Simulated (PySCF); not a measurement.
C5H11NSi

```xyz
18

C    -0.8532    1.7721    0.1866
C    -0.6303    0.5132   -0.6330
Si   -1.7375   -1.0358   -0.3830
C     0.0411   -1.7310   -0.3194
C     0.6313   -0.3043   -0.2321
C     1.7820   -0.0500   -1.1426
N     2.8766    0.5096   -0.8882
H    -0.9429    1.5342    1.2449
H    -0.0229    2.4675    0.0623
H    -1.7666    2.2732   -0.1273
H    -0.5581    0.7956   -1.6874
H    -2.5952   -1.4413   -1.4942
H    -2.4527   -1.0620    0.8921
H     0.3315   -2.3722    0.5092
H     0.3509   -2.2285   -1.2375
H     0.9132   -0.0668    0.7980
H     1.6375   -0.3703   -2.1732
H     2.9865    0.8030    0.0835
```

Geometry: GFN2-xTB.

Theory: PBE0/pcSseg-1, SCF density, gas phase, non-relativistic (PySCF 2.14.0).

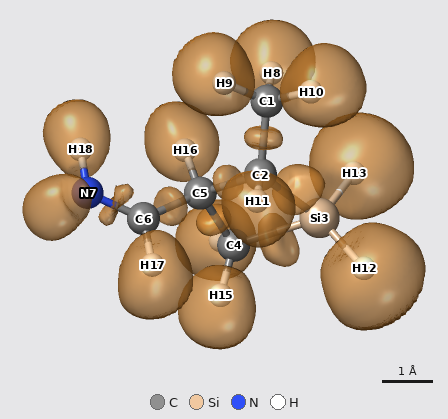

Figure 1. Isosurface of the ELF at 0.85 (orange), seen at a tilt. Only the valence region is drawn (cores and ρ < 0.01 e/Å³ removed).

Identify the bonds, lone pairs and shells in this picture.

At this value the surface marks out four regions between bonded C–C atoms (shared pairs), one region between bonded C–N atoms (shared pairs), two regions between bonded C–Si atoms (shared pairs), eleven regions around hydrogen nuclei and one lobe on N, pointing away from the bonds (lone pairs). Along the contacts the grid gives the following. C–N (1.26 Å): the ELF peaks at about 0.90 between the atoms: a multiple bond. C–C (1.49 Å): the ELF peaks at about 0.95 between the atoms, as expected for localised, covalent bonding.

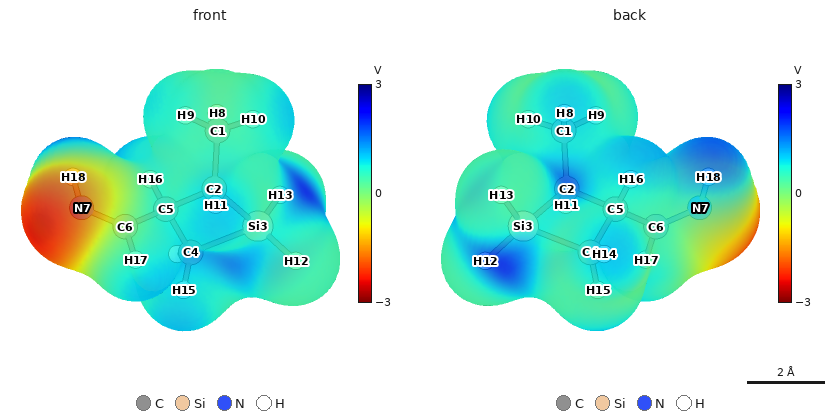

Figure 2. The electrostatic potential painted on the density surface at 0.004 e/bohr³, seen from the front and from behind; the colour scale runs from red (negative) to blue (positive).

Describe the electrostatic potential map.

The most negative region (about −2.4 V) lies over N7, the most positive (about +2.0 V) over Si3. N7 is the likeliest acceptor of a hydrogen bond.
